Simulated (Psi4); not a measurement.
**InCNClF (SMILES N#[C][In]([F])[Cl]): TPSS/def2-SVP (core potential)**

What is the vertical singlet–triplet gap of InCNClF at TPSS/def2-SVP (core potential)? 

The results are computed with Psi4 1.11.

### 1 The system as given

The species is InCNClF (5 atoms), meant as a singlet with charge 0. SMILES: `N#[C][In]([F])[Cl]`. The shape is that of a PBE0-D4/def2-TZVP optimisation.

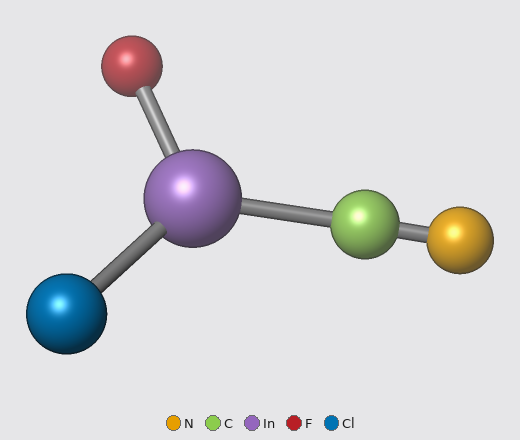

The structure, seen from a chosen angle (nitrogen amber, carbon green, indium purple, fluorine red, chlorine blue).

### 2 Energy and gradient at TPSS/def2-SVP (core potential)

cclfinn.json

```json
{
 "schema_name": "qcschema_input",
 "schema_version": 1,
 "molecule": {
  "schema_name": "qcschema_molecule",
  "schema_version": 2,
  "symbols": ["N", "C", "In", "F", "Cl"],
  "geometry": [-2.6316326, 2.7427485, 3.11578043, -1.47757686, 1.48230117, 1.76670495, 0.62436551, -0.7362373, -0.71129291, 0.82089703, -4.31027632, -0.07502213, 2.75843322, 0.68219113, -4.17459398],
  "molecular_charge": 0,
  "molecular_multiplicity": 1,
  "fix_symmetry": "c1"
 },
 "driver": "gradient",
 "model": {
  "method": "tpss",
  "basis": "def2-SVP"
 },
 "keywords": {
  "puream": true,
  "e_convergence": 1e-09,
  "d_convergence": 1e-08,
  "scf_type": "pk",
  "dft_radial_points": 99,
  "dft_spherical_points": 590,
  "scf_properties": ["MULLIKEN_CHARGES", "WIBERG_LOWDIN_INDICES", "MAYER_INDICES"]
 }
}
```

Run with:

```
$ psi4 --qcschema cclfinn.json -n 1 --memory 2200MB
```

stdout:

```text
[...]
    !!!  WARNING: ECP capability is in beta. Please check occupations closely.  !!!
[...]
  Running in c1 symmetry.
[...]
  Nuclear repulsion =  275.341192991459309
[...]
  Multiplicity = 1
[...]
  Nalpha       = 30
  Nbeta        = 30
[...]
    Number of basis functions: 86
[...]
   @RKS iter   1:  -842.51738486175157   -1.10185e+00   7.97051e-03 ADIIS/DIIS
[...]
   @RKS iter  12:  -842.75023684391545   -7.27596e-12   9.36461e-09 DIIS
[...]
    Orbital Energies [Eh]
    ---------------------
    Doubly Occupied:
       1A   -100.991749     2A    -24.392409     3A    -14.140504
       4A    -10.048114     5A     -9.264900     6A     -7.049857
       7A     -7.042695     8A     -7.041780     9A     -4.589611
      10A     -3.029098    11A     -3.020581    12A     -3.018565
      13A     -1.041537    14A     -0.853497    15A     -0.807824
      16A     -0.775814    17A     -0.771863    18A     -0.769921
      19A     -0.762102    20A     -0.734964    21A     -0.488995
      22A     -0.398888    23A     -0.365347    24A     -0.344034
      25A     -0.338007    26A     -0.333651    27A     -0.332546
      28A     -0.321362    29A     -0.314808    30A     -0.307734
[...]
  @RKS Final Energy:  -842.75023684391545
   => Energetics <=
    Nuclear Repulsion Energy =            275.3411929914593088
    One-Electron Energy =               -1782.6207623473399053
    Two-Electron Energy =                 732.2567026021652055
    DFT Exchange-Correlation Energy =     -67.7273700902001679
    Empirical Dispersion Energy =           0.0000000000000000
    VV10 Nonlocal Energy =                  0.0000000000000000
    Total Energy =                       -842.7502368439154452
[...]
 Multipole Moments:
 ------------------------------------------------------------------------------------
     Multipole            Electronic (a.u.)      Nuclear  (a.u.)        Total (a.u.)
 ------------------------------------------------------------------------------------
 L = 1.  Multiply by 2.5417464519 to convert [e a0] to [Debye]
 Dipole X            :         -0.0163701            0.3220593            0.3056892
 Dipole Y            :        -12.0679037           12.0493539           -0.0185498
 Dipole Z            :          3.1432427           -3.5816098           -0.4383671
 Magnitude           :                                                    0.5347483
[...]
  Mulliken Charges: (a.u.)
   Center  Symbol    Alpha    Beta     Spin     Total
       1     N     3.47869  3.47869  0.00000  0.04261
       2     C     3.10281  3.10281  0.00000 -0.20561
       3    IN    10.12860 10.12860  0.00000  0.74280
       4     F     4.68860  4.68860  0.00000 -0.37719
       5    CL     8.60130  8.60130  0.00000 -0.20261
   Total alpha = 30.00000, Total beta = 30.00000, Total charge = -0.00000
  Mayer Bond Indices:
[...]
  -Total Gradient:
     Atom            X                  Y                   Z
    ------   -----------------  -----------------  -----------------
       1        0.024132075289    -0.025916092940    -0.028326937266
       2       -0.019728500097     0.020441527152     0.023347886083
       3        0.004279472828    -0.004667903999    -0.005004277364
       4       -0.001005852906     0.015655490759    -0.002579394319
       5       -0.007709268887    -0.005492274647     0.012603873796
[...]
```

The result, in JSON:

```text
{
 "driver": "gradient",
 "model": {
  "method": "tpss",
  "basis": "def2-SVP"
 },
 "success": true,
 "return_result": [0.024132075288665955, -0.025916092940302338, -0.028326937265920726, -0.0197285000974865, 0.020441527152441796, 0.023347886082993985, 0.004279472827546657, -0.00466790399880759, -0.005004277363752026, -0.0010058529063940195, 0.015655490759429846, -0.002579394318668219, -0.007709268886556334, -0.005492274647472838, 0.012603873795518306],
 "properties": {
  "calcinfo_nbasis": 86,
  "calcinfo_nmo": 86,
  "calcinfo_nalpha": 30,
  "calcinfo_nbeta": 30,
  "calcinfo_natom": 5,
  "nuclear_repulsion_energy": 275.3411929914593,
  "return_energy": -842.7502368439154,
  "return_gradient": [0.024132075288665955, -0.025916092940302338, -0.028326937265920726, -0.0197285000974865, 0.020441527152441796, 0.023347886082993985, 0.004279472827546657, -0.00466790399880759, -0.005004277363752026, -0.0010058529063940195, 0.015655490759429846, -0.002579394318668219, -0.007709268886556334, -0.005492274647472838, 0.012603873795518306],
  "scf_one_electron_energy": -1782.62076234734,
  "scf_two_electron_energy": 732.2567026021652,
  "scf_xc_energy": -67.72737009020017,
  "scf_dipole_moment": [0.3056891876887997, -0.018549819520433886, -0.43836711185115584],
  "scf_total_energy": -842.7502368439154,
  "scf_total_gradient": [0.024132075288665955, -0.025916092940302338, -0.028326937265920726, -0.0197285000974865, 0.020441527152441796, 0.023347886082993985, 0.004279472827546657, -0.00466790399880759, -0.005004277363752026, -0.0010058529063940195, 0.015655490759429846, -0.002579394318668219, -0.007709268886556334, -0.005492274647472838, 0.012603873795518306],
  "scf_iterations": 12
 }
}
```

Wall time 32 s (1 thread of AMD EPYC 7R43 (Zen 3), shared host); peak memory 0.9 GiB.

### 3 The triplet

job.inp

```
memory 2.2 GB

molecule m {
  0 3
  N     -1.392600     1.451400     1.648800
  C     -0.781900     0.784400     0.934900
  In     0.330400    -0.389600    -0.376400
  F      0.434400    -2.280900    -0.039700
  Cl     1.459700     0.361000    -2.209100
  symmetry c1
}

set {
  basis                def2-SVP
  reference            uks
  puream               true
  e_convergence        1e-09
  d_convergence        1e-08
  scf_type             pk
  dft_radial_points    99
  dft_spherical_points 590
  maxiter              100
}

result, w = gradient('tpss', return_wfn=True)
oeprop(w, 'DIPOLE', 'LOWDIN_CHARGES', 'MULLIKEN_CHARGES', title='TPSS')
print_variables()
```

Run with:

```
$ psi4 -i job.inp -o job.out -n 1
```

job.out, shortened:

```text
[...]
    !!!  WARNING: ECP capability is in beta. Please check occupations closely.  !!!
[...]
  Running in c1 symmetry.
[...]
  Nuclear repulsion =  275.341192797407359
[...]
  Multiplicity = 3
[...]
  Nalpha       = 31
  Nbeta        = 29
[...]
    Number of basis functions: 86
[...]
   @UKS iter   1:  -842.18693183668893   -8.03522e-01   9.24280e-03 ADIIS/DIIS
[...]
   @UKS iter  27:  -842.56367861256706   -5.68434e-13   5.17313e-09 DIIS
[...]
   @S^2 Observed:                2.003441345E+00
[...]
  @UKS Final Energy:  -842.56367861256706
   => Energetics <=
    Nuclear Repulsion Energy =            275.3411927974073592
    One-Electron Energy =               -1782.7254426964907452
    Two-Electron Energy =                 732.5151255934233632
    DFT Exchange-Correlation Energy =     -67.6945543069069942
    Empirical Dispersion Energy =           0.0000000000000000
    VV10 Nonlocal Energy =                  0.0000000000000000
    Total Energy =                       -842.5636786125670596
[...]
  -Total Gradient:
     Atom            X                  Y                   Z
    ------   -----------------  -----------------  -----------------
       1        0.028835114699    -0.033606930093    -0.033168953714
       2        0.005253123043     0.000343392368    -0.007697377346
       3        0.005651430724     0.007269612389    -0.010145702733
       4        0.000948981351     0.058572179605    -0.016462842609
       5       -0.040724816180    -0.032559074093     0.067522384640
[...]
 Multipole Moments:
 ------------------------------------------------------------------------------------
     Multipole            Electronic (a.u.)      Nuclear  (a.u.)        Total (a.u.)
 ------------------------------------------------------------------------------------
 L = 1.  Multiply by 2.5417464519 to convert [e a0] to [Debye]
 Dipole X            :          0.0113170            0.3220593            0.3333763
 Dipole Y            :        -11.7994169           12.0493539            0.2499370
 Dipole Z            :          3.0328052           -3.5816097           -0.5488045
 Magnitude           :                                                    0.6890535
[...]
  Mulliken Charges: (a.u.)
   Center  Symbol    Alpha    Beta     Spin     Total
       1     N     3.53554  3.42214  0.11340  0.04232
       2     C     3.20191  2.92942  0.27249 -0.13133
       3    IN    10.66562  9.93448  0.73114  0.39989
[...]
```

Wall time 1.7 min (1 thread of AMD EPYC 7R43 (Zen 3), shared host); peak memory 0.9 GiB.

### 4 Summary of results

Level: TPSS/def2-SVP (core potential).

| quantity | value |
| --- | --- |
| singlet: total energy | -842.75024 Eh |
| singlet: dipole moment | 1.36 D |
| singlet: HOMO energy | -8.37 eV |
| singlet: LUMO energy | -3.32 eV |
| singlet: HOMO–LUMO gap | 5.06 eV |
| singlet: largest force on an atom | 2.332 eV/Å |
| triplet: total energy | -842.56368 Eh |
| triplet: dipole moment | 1.75 D |
| triplet: HOMO energy (highest over α and β) | -3.49 eV |
| triplet: ⟨S²⟩ | 2.003 |
| triplet: largest force on an atom | 4.387 eV/Å |
| vertical energy of the triplet above the singlet | 5.077 eV |

**Reading.** At this shape the triplet lies 5.08 eV (490 kJ/mol) above the singlet. The largest force (singlet) is 2.33 eV/Å: the shape isn't a stationary point for this species at this level. Mulliken charges (triplet) run from -0.29 on F4 to +0.40 on In3.
